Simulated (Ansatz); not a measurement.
## Run report: SiNH$_{5}$Cl, molecular dynamics (part 2 of 2)

SiNH$_{5}$Cl, multiplicity 2; UKS PBE0-D4/6-31G* (Ansatz 0.2.0). It belongs to a series of runs on one base structure; here: dynamics from the highest image of the converged band.

Geometry of the input (Å):
```
Si 0.1139  -0.1125  -0.1627
H  0.1259  -0.7355  1.1809
Cl 2.0400  0.5056  -0.6048
H  -0.7727  1.0752  -0.1929
H  -0.3013  -1.0944  -1.1961
N  -0.5422  0.1705  3.5144
H  -0.2255  -0.6654  4.0273
H  0.1951  0.8566  3.7323
```

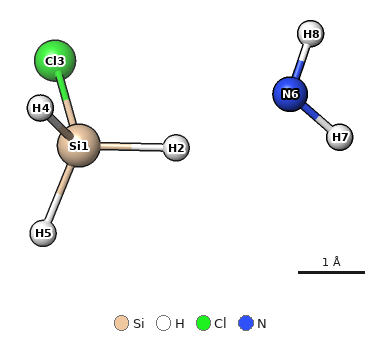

The geometry at step 38 of the log (ball-and-stick view, seen at a tilt; atoms are numbered from 1 in the order of the input).

**Trajectory as extended XYZ (Å, eV, eV/Å), 25 of the 76 frames kept, from step=0 to step=75**
```
8
Properties=species:S:1:pos:R:3:forces:R:3 step=0 time_fs=0.0 energy=-21960.26883 temperature=300.0
Si    0.1139   -0.1125   -0.1627   -0.0012   0.0153  -0.0083
H     0.1259   -0.7355    1.1809    0.0039  -0.0162  -0.0007
Cl    2.0400    0.5056   -0.6048   -0.0040   0.0000   0.0037
H    -0.7727    1.0752   -0.1929    0.0021  -0.0056   0.0104
H    -0.3013   -1.0944   -1.1961   -0.0001  -0.0010   0.0031
N    -0.5422    0.1705    3.5144    0.0090   0.0009  -0.0039
H    -0.2255   -0.6654    4.0273   -0.0093   0.0003  -0.0014
H     0.1951    0.8566    3.7323   -0.0004   0.0063  -0.0029
8
Properties=species:S:1:pos:R:3:forces:R:3 step=3 time_fs=1.5 energy=-21960.23741 temperature=260.0
Si    0.1197   -0.1105   -0.1656    0.1810  -0.4417   0.3839
H     0.1272   -0.7112    1.1899    0.0658  -0.0545  -0.0251
Cl    2.0379    0.5050   -0.6060    0.0751   0.0234  -0.0794
H    -0.7704    1.0323   -0.1689   -0.3575   0.6138  -0.0676
H    -0.3383   -1.0978   -1.1587    0.0402  -0.1490  -0.2067
N    -0.5450    0.1717    3.5159   -0.4375  -0.4036  -0.1258
H    -0.2368   -0.6607    4.0314   -0.0970  -0.2744   0.0370
H     0.1925    0.8214    3.7577    0.5300   0.6859   0.0837
8
Properties=species:S:1:pos:R:3:forces:R:3 step=6 time_fs=3.0 energy=-21960.19322 temperature=203.5
Si    0.1255   -0.1088   -0.1682    0.1897  -0.7457   0.6625
H     0.1300   -0.6879    1.1984    0.1224  -0.0905  -0.0477
Cl    2.0359    0.5045   -0.6071    0.1580   0.0492  -0.1608
H    -0.7756    1.0022   -0.1463   -0.5646   0.9961  -0.1256
H    -0.3744   -1.1042   -1.1255    0.1024  -0.2170  -0.3257
N    -0.5484    0.1723    3.5173   -0.3213  -0.3851  -0.0424
H    -0.2502   -0.6617    4.0362   -0.1860  -0.3775   0.0097
H     0.2002    0.8001    3.7847    0.4995   0.7705   0.0300
8
Properties=species:S:1:pos:R:3:forces:R:3 step=9 time_fs=4.5 energy=-21960.17815 temperature=183.7
Si    0.1315   -0.1077   -0.1703   -0.1718  -0.7167   0.8099
H     0.1354   -0.6666    1.2058    0.1648  -0.1211  -0.0636
Cl    2.0339    0.5039   -0.6084    0.2451   0.0760  -0.2382
H    -0.7924    0.9928   -0.1263   -0.4325   0.9229  -0.1794
H    -0.4083   -1.1152   -1.0992    0.2045  -0.1683  -0.3279
N    -0.5522    0.1723    3.5186    0.3423  -0.0328   0.2906
H    -0.2675   -0.6703    4.0410   -0.2548  -0.2446  -0.0945
H     0.2178    0.7943    3.8121   -0.0976   0.2847  -0.1969
8
Properties=species:S:1:pos:R:3:forces:R:3 step=12 time_fs=6.0 energy=-21960.16276 temperature=163.8
Si    0.1374   -0.1071   -0.1718   -0.8215  -0.4278   0.8660
H     0.1443   -0.6480    1.2120    0.1864  -0.1439  -0.0707
Cl    2.0321    0.5034   -0.6099    0.3355   0.1028  -0.3095
H    -0.8181    1.0027   -0.1103   -0.0238   0.4929  -0.2400
H    -0.4376   -1.1296   -1.0799    0.3347  -0.0302  -0.2466
N    -0.5555    0.1723    3.5204    0.9117   0.2259   0.6048
H    -0.2903   -0.6841    4.0438   -0.2734   0.0010  -0.2086
H     0.2333    0.7947    3.8353   -0.6495  -0.2207  -0.3954
8
Properties=species:S:1:pos:R:3:forces:R:3 step=16 time_fs=8.0 energy=-21960.13325 temperature=126.0
Si    0.1441   -0.1067   -0.1727   -1.6562  -0.0030   0.8787
H     0.1624   -0.6279    1.2178    0.1796  -0.1632  -0.0654
Cl    2.0301    0.5029   -0.6121    0.4530   0.1368  -0.3920
H    -0.8513    1.0304   -0.0971    0.5468  -0.1490  -0.3087
H    -0.4651   -1.1492   -1.0618    0.4885   0.1735  -0.1150
N    -0.5578    0.1728    3.5242    0.8482   0.1679   0.6007
H    -0.3295   -0.7018    4.0405   -0.1957   0.1968  -0.2362
H     0.2328    0.7879    3.8532   -0.6642  -0.3599  -0.3620
8
Properties=species:S:1:pos:R:3:forces:R:3 step=19 time_fs=9.5 energy=-21960.11956 temperature=108.2
Si    0.1477   -0.1065   -0.1727   -1.9986   0.1958   0.8831
H     0.1804   -0.6169    1.2205    0.1501  -0.1718  -0.0524
Cl    2.0288    0.5026   -0.6140    0.5302   0.1593  -0.4422
H    -0.8639    1.0490   -0.0948    0.7871  -0.4477  -0.3297
H    -0.4739   -1.1601   -1.0516    0.5429   0.2601  -0.0619
N    -0.5580    0.1734    3.5281    0.1623  -0.1167   0.2188
H    -0.3639   -0.7108    4.0322   -0.0792   0.1413  -0.1307
H     0.2162    0.7743    3.8577   -0.0947  -0.0204  -0.0850
8
Properties=species:S:1:pos:R:3:forces:R:3 step=22 time_fs=11.0 energy=-21960.11081 temperature=97.2
Si    0.1498   -0.1062   -0.1719   -2.0246   0.2719   0.9036
H     0.2017   -0.6096    1.2221    0.1034  -0.1759  -0.0366
Cl    2.0279    0.5024   -0.6162    0.5916   0.1777  -0.4805
H    -0.8599    1.0584   -0.0996    0.8168  -0.5327  -0.3182
H    -0.4710   -1.1655   -1.0427    0.5245   0.2548  -0.0712
N    -0.5580    0.1739    3.5323   -0.6867  -0.3952  -0.3047
H    -0.4001   -0.7169    4.0213    0.0529  -0.0247   0.0363
H     0.1978    0.7605    3.8605    0.6219   0.4242   0.2713
8
Properties=species:S:1:pos:R:3:forces:R:3 step=25 time_fs=12.5 energy=-21960.12984 temperature=121.7
Si    0.1503   -0.1056   -0.1704   -1.7359   0.2162   0.9446
H     0.2252   -0.6061    1.2228    0.0425  -0.1739  -0.0237
Cl    2.0274    0.5022   -0.6187    0.6348   0.1910  -0.5050
H    -0.8386    1.0565   -0.1111    0.6350  -0.3966  -0.2774
H    -0.4570   -1.1656   -1.0355    0.4359   0.1582  -0.1397
N    -0.5589    0.1738    3.5361   -0.9907  -0.2937  -0.5892
H    -0.4351   -0.7235    4.0111    0.1719  -0.1427   0.1788
H     0.1919    0.7551    3.8688    0.8066   0.4414   0.4117
8
Properties=species:S:1:pos:R:3:forces:R:3 step=28 time_fs=14.0 energy=-21960.16961 temperature=172.4
Si    0.1495   -0.1049   -0.1682   -1.1761   0.0038   0.9923
H     0.2496   -0.6064    1.2231   -0.0304  -0.1628  -0.0176
Cl    2.0272    0.5022   -0.6216    0.6603   0.1986  -0.5142
H    -0.8040    1.0465   -0.1286    0.2600  -0.0482  -0.2165
H    -0.4337   -1.1624   -1.0314    0.2989   0.0020  -0.2425
N    -0.5613    0.1734    3.5390   -0.5404   0.1734  -0.4503
H    -0.4664   -0.7328    4.0046    0.2572  -0.0773   0.2208
H     0.2022    0.7583    3.8854    0.2705  -0.0896   0.2281
8
Properties=species:S:1:pos:R:3:forces:R:3 step=31 time_fs=15.5 energy=-21960.17706 temperature=182.2
Si    0.1478   -0.1042   -0.1653   -0.4750  -0.3453   1.0130
H     0.2732   -0.6101    1.2230   -0.1121  -0.1407  -0.0180
Cl    2.0274    0.5024   -0.6247    0.6703   0.2005  -0.5065
H    -0.7639    1.0357   -0.1508   -0.2224   0.4278  -0.1516
H    -0.4040   -1.1591   -1.0324    0.1523  -0.1503  -0.3318
N    -0.5646    0.1731    3.5413    0.0674   0.5041  -0.1235
H    -0.4923   -0.7436    4.0026    0.2940   0.1432   0.1573
H     0.2181    0.7595    3.9068   -0.3744  -0.6393  -0.0388
8
Properties=species:S:1:pos:R:3:forces:R:3 step=34 time_fs=17.0 energy=-21960.16819 temperature=171.2
Si    0.1458   -0.1038   -0.1616    0.1205  -0.6730   0.9562
H     0.2945   -0.6168    1.2225   -0.1967  -0.1086  -0.0194
Cl    2.0281    0.5026   -0.6281    0.6661   0.1968  -0.4815
H    -0.7285    1.0339   -0.1762   -0.6139   0.7985  -0.0967
H    -0.3709   -1.1589   -1.0405    0.0369  -0.2227  -0.3500
N    -0.5677    0.1736    3.5433    0.3315   0.4579   0.1008
H    -0.5120   -0.7513    4.0040    0.2719   0.3376   0.0556
H     0.2267    0.7477    3.9276   -0.6162  -0.7865  -0.1651
8
Properties=species:S:1:pos:R:3:forces:R:3 step=38 time_fs=19.0 energy=-21960.20034 temperature=212.2
Si    0.1432   -0.1040   -0.1555    0.3700  -0.6792   0.6754
H     0.3160   -0.6292    1.2212   -0.2983  -0.0592  -0.0087
Cl    2.0296    0.5031   -0.6331    0.6363   0.1834  -0.4213
H    -0.7017    1.0575   -0.2132   -0.6565   0.6747  -0.0206
H    -0.3257   -1.1657   -1.0625   -0.0398  -0.1294  -0.2121
N    -0.5713    0.1752    3.5463   -0.0105   0.0174   0.0095
H    -0.5295   -0.7506    4.0075    0.1468   0.2784  -0.0159
H     0.2195    0.7076    3.9505   -0.1480  -0.2861  -0.0064
8
Properties=species:S:1:pos:R:3:forces:R:3 step=41 time_fs=20.5 energy=-21960.21632 temperature=232.6
Si    0.1415   -0.1047   -0.1503    0.2032  -0.3371   0.3109
H     0.3249   -0.6402    1.2200   -0.3540  -0.0248   0.0149
Cl    2.0311    0.5037   -0.6372    0.5921   0.1679  -0.3577
H    -0.6977    1.0921   -0.2416   -0.3704   0.1445   0.0671
H    -0.2926   -1.1742   -1.0845   -0.0607   0.0400  -0.0203
N    -0.5739    0.1766    3.5485   -0.4908  -0.2771  -0.2626
H    -0.5387   -0.7432    4.0100    0.0025  -0.0133   0.0045
H     0.2094    0.6693    3.9673    0.4781   0.2998   0.2432
8
Properties=species:S:1:pos:R:3:forces:R:3 step=44 time_fs=22.0 energy=-21960.19757 temperature=208.7
Si    0.1401   -0.1058   -0.1448   -0.0123   0.0715  -0.1008
H     0.3262   -0.6517    1.2191   -0.3856   0.0043   0.0479
Cl    2.0331    0.5043   -0.6415    0.5285   0.1489  -0.2811
H    -0.7017    1.1298   -0.2685   -0.0407  -0.4437   0.1740
H    -0.2609   -1.1818   -1.1070   -0.0813   0.2103   0.1763
N    -0.5772    0.1775    3.5504   -0.5375  -0.2431  -0.3307
H    -0.5479   -0.7361    4.0126   -0.1393  -0.3151   0.0349
H     0.2090    0.6370    3.9889    0.6683   0.5669   0.2795
8
Properties=species:S:1:pos:R:3:forces:R:3 step=47 time_fs=23.5 energy=-21960.16983 temperature=173.0
Si    0.1386   -0.1067   -0.1394   -0.1152   0.3755  -0.4539
H     0.3192   -0.6630    1.2193   -0.3919   0.0299   0.0779
Cl    2.0353    0.5050   -0.6460    0.4498   0.1275  -0.1953
H    -0.7067    1.1582   -0.2916    0.1833  -0.8555   0.2716
H    -0.2309   -1.1850   -1.1258   -0.1190   0.3145   0.3168
N    -0.5813    0.1781    3.5517    0.0485   0.0086   0.0308
H    -0.5600   -0.7353    4.0158   -0.2331  -0.3764  -0.0088
H     0.2217    0.6160    4.0159    0.1776   0.3758  -0.0391
8
Properties=species:S:1:pos:R:3:forces:R:3 step=50 time_fs=25.0 energy=-21960.14531 temperature=141.7
Si    0.1370   -0.1074   -0.1344   -0.0613   0.5184  -0.6696
H     0.3038   -0.6738    1.2211   -0.3742   0.0562   0.0904
Cl    2.0379    0.5058   -0.6506    0.3620   0.1048  -0.1044
H    -0.7081    1.1686   -0.3090    0.2555  -1.0046   0.3363
H    -0.2035   -1.1816   -1.1379   -0.1761   0.3175   0.3646
N    -0.5853    0.1787    3.5532    0.7176   0.0975   0.5500
H    -0.5770   -0.7422    4.0187   -0.2602  -0.1478  -0.1408
H     0.2380    0.6030    4.0420   -0.4633   0.0579  -0.4264
8
Properties=species:S:1:pos:R:3:forces:R:3 step=53 time_fs=26.5 energy=-21960.14682 temperature=143.7
Si    0.1354   -0.1077   -0.1299    0.1429   0.4874  -0.7107
H     0.2804   -0.6833    1.2248   -0.3344   0.0856   0.0767
Cl    2.0406    0.5066   -0.6552    0.2700   0.0820  -0.0125
H    -0.7041    1.1578   -0.3192    0.1718  -0.8767   0.3539
H    -0.1799   -1.1716   -1.1423   -0.2449   0.2141   0.3094
N    -0.5882    0.1795    3.5555    0.9589  -0.0557   0.8347
H    -0.5995   -0.7521    4.0185   -0.2308   0.1619  -0.2711
H     0.2450    0.5915    4.0593   -0.7335  -0.0986  -0.5804
8
Properties=species:S:1:pos:R:3:forces:R:3 step=56 time_fs=28.0 energy=-21960.17976 temperature=185.7
Si    0.1339   -0.1077   -0.1259    0.4794   0.2699  -0.5854
H     0.2498   -0.6910    1.2302   -0.2731   0.1159   0.0397
Cl    2.0436    0.5075   -0.6599    0.1746   0.0595   0.0769
H    -0.6967    1.1285   -0.3218   -0.0630  -0.4812   0.3163
H    -0.1616   -1.1570   -1.1402   -0.3126   0.0276   0.1680
N    -0.5898    0.1801    3.5590    0.6412  -0.2869   0.6863
H    -0.6269   -0.7588    4.0127   -0.1695   0.3148  -0.2991
H     0.2370    0.5782    4.0647   -0.4770  -0.0197  -0.4028
8
Properties=species:S:1:pos:R:3:forces:R:3 step=59 time_fs=29.5 energy=-21960.19847 temperature=209.5
Si    0.1328   -0.1074   -0.1224    0.8937  -0.1080  -0.3607
H     0.2133   -0.6962    1.2363   -0.1908   0.1407  -0.0069
Cl    2.0466    0.5085   -0.6645    0.0732   0.0371   0.1613
H    -0.6909    1.0893   -0.3177   -0.4084   0.1075   0.2299
H    -0.1500   -1.1419   -1.1346   -0.3623  -0.1865  -0.0102
N    -0.5903    0.1803    3.5635   -0.0869  -0.4290   0.1387
H    -0.6580   -0.7592    4.0006   -0.1008   0.2143  -0.1896
H     0.2195    0.5648    4.0618    0.1823   0.2239   0.0374
8
Properties=species:S:1:pos:R:3:forces:R:3 step=62 time_fs=31.0 energy=-21960.18000 temperature=186.3
Si    0.1324   -0.1072   -0.1192    1.2326  -0.4946  -0.1657
H     0.1728   -0.6984    1.2424   -0.0900   0.1528  -0.0449
Cl    2.0497    0.5095   -0.6690   -0.0369   0.0135   0.2392
H    -0.6938    1.0523   -0.3087   -0.7245   0.6647   0.1299
H    -0.1462   -1.1308   -1.1291   -0.3758  -0.3461  -0.1479
N    -0.5910    0.1798    3.5683   -0.7071  -0.3095  -0.4596
H    -0.6913   -0.7552    3.9846   -0.0340  -0.0618   0.0156
H     0.2057    0.5561    4.0596    0.7357   0.3810   0.4333
8
Properties=species:S:1:pos:R:3:forces:R:3 step=66 time_fs=33.0 energy=-21960.18273 temperature=189.7
Si    0.1333   -0.1076   -0.1150    1.1814  -0.6033  -0.1727
H     0.1163   -0.6962    1.2489    0.0632   0.1423  -0.0596
Cl    2.0537    0.5107   -0.6748   -0.1943  -0.0221   0.3304
H    -0.7218    1.0253   -0.2925   -0.7277   0.8305   0.0634
H    -0.1534   -1.1274   -1.1266   -0.3174  -0.3568  -0.1557
N    -0.5936    0.1786    3.5735   -0.4741   0.2674  -0.5734
H    -0.7364   -0.7527    3.9646    0.0812  -0.2937   0.2484
H     0.2101    0.5558    4.0704    0.3879   0.0356   0.3191
8
Properties=species:S:1:pos:R:3:forces:R:3 step=69 time_fs=34.5 energy=-21960.19981 temperature=211.3
Si    0.1350   -0.1084   -0.1121    0.6942  -0.3133  -0.3881
H     0.0751   -0.6910    1.2523    0.1808   0.1172  -0.0416
Cl    2.0566    0.5117   -0.6789   -0.3122  -0.0524   0.3874
H    -0.7607    1.0252   -0.2786   -0.3372   0.4526   0.0725
H    -0.1669   -1.1336   -1.1285   -0.2212  -0.2123  -0.0281
N    -0.5963    0.1781    3.5764    0.0880   0.5332  -0.2331
H    -0.7684   -0.7574    3.9551    0.2084  -0.1220   0.2695
H     0.2238    0.5572    4.0867   -0.3007  -0.4032  -0.0385
8
Properties=species:S:1:pos:R:3:forces:R:3 step=72 time_fs=36.0 energy=-21960.18741 temperature=195.5
Si    0.1373   -0.1094   -0.1095    0.0550   0.0635  -0.6530
H     0.0378   -0.6833    1.2549    0.2912   0.0842  -0.0091
Cl    2.0593    0.5126   -0.6828   -0.4215  -0.0841   0.4328
H    -0.8067    1.0347   -0.2631    0.1811  -0.0582   0.0848
H    -0.1851   -1.1444   -1.1310   -0.1023  -0.0119   0.1430
N    -0.5990    0.1784    3.5790    0.3406   0.4155   0.0534
H    -0.7960   -0.7644    3.9513    0.3274   0.2141   0.1847
H     0.2316    0.5503    4.1025   -0.6717  -0.6231  -0.2366
8
Properties=species:S:1:pos:R:3:forces:R:3 step=75 time_fs=37.5 energy=-21960.15937 temperature=159.6
Si    0.1396   -0.1104   -0.1074   -0.4916   0.3405  -0.8428
H     0.0068   -0.6738    1.2573    0.3884   0.0495   0.0246
Cl    2.0618    0.5135   -0.6864   -0.5167  -0.1149   0.4651
H    -0.8489    1.0431   -0.2459    0.6100  -0.4414   0.0688
H    -0.2055   -1.1555   -1.1304    0.0131   0.1613   0.2796
N    -0.6012    0.1793    3.5815    0.1452   0.1040   0.0606
H    -0.8166   -0.7670    3.9514    0.3577   0.4183   0.0902
H     0.2258    0.5305    4.1136   -0.5061  -0.5173  -0.1461
```

**Results in brief**

| quantity | value |
| --- | --- |
| outcome | finished |
| mean temperature over the second half | 189 K |
| trajectory | 75 steps, 37.5 fs |
| ensemble | nve |
| temperature in the input | 300.0 K |
| time step | 0.5 fs |
| potential energy (last step) | −21960.1594 eV |
| mean-field energy (last step) | −21960.0704 eV |
| ⟨S²⟩ (last step) | 0.753 |
| largest force (length of the vector) (last step) | 1.033 eV/Å |
| wall time | 4 min |
| peak memory | 0.16 GiB |

**Remarks**

So short a trajectory is not equilibrated.
